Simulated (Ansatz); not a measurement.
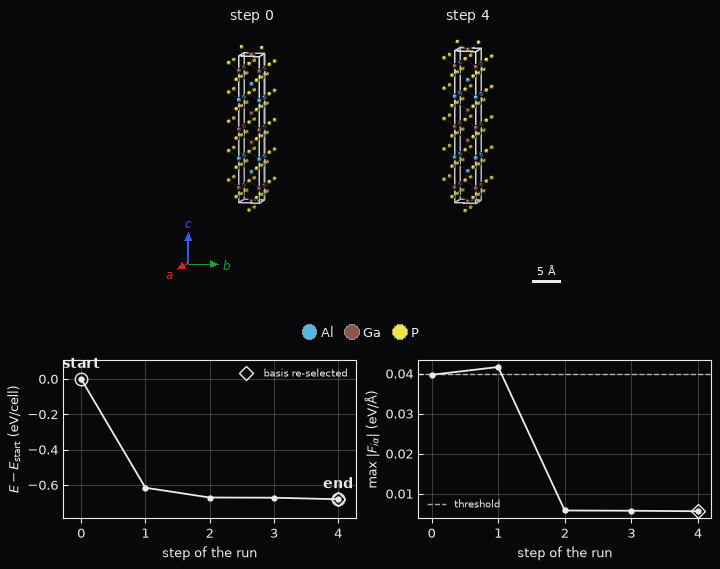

First and last geometry of a relaxation of solid Al2Ga3P5 (a generated structure, set up in I-4m2) (coarse preliminary run), with the history of the run. Style: ball-and-stick. Shown: the conventional cell (2 times the calculation's cell), slightly off an axis. Lengths and directions refer to the drawn axes.

All numbers below come from Ansatz, DFT PBE, scalar-relativistic, plane waves, PAW. Set-up: plane-wave cutoff 420 eV; k-point mesh 6 × 6 × 6; occupations gaussian; smearing width 0.1 eV; no spin polarisation; cell and atoms relaxed; force threshold 0.04 eV/Å; at most 70 steps.

Question: What do the curves and the structures tell?

Answer: It converged. The energy falls by 0.681 eV per cell of the calculation in 3 accepted moves (4 points after the start). The largest force component goes from 0.04 to 0.0056 eV/Å. Pressure: 11.05 GPa at the start and 0.04 GPa at the end. The SCF was repeated once at an unchanged geometry on a basis and grid sized afresh for the cell, which shifted the energy by 8.5 meV per cell of the calculation at most. The largest moves relative to the cell, 0.006 Å, are those of P atoms. Largest moves by element: P 0.006 Å, Ga 0.001 Å. Al stays in place. Cell: a = b 3.754 → 3.897 Å (+3.8 %), c 26.545 → 27.483 Å (+3.5 %). Volume +11.6 %. Near-neighbour distances that change, for instance: Ga–P 2.299 → 2.388 Å, Al–P 2.299 → 2.381 Å. The space group stays I-4m2 (No. 119). The run took 72 s on 4 threads of AMD EPYC (Zen 3) (shared host), peak memory 0.68 GiB.
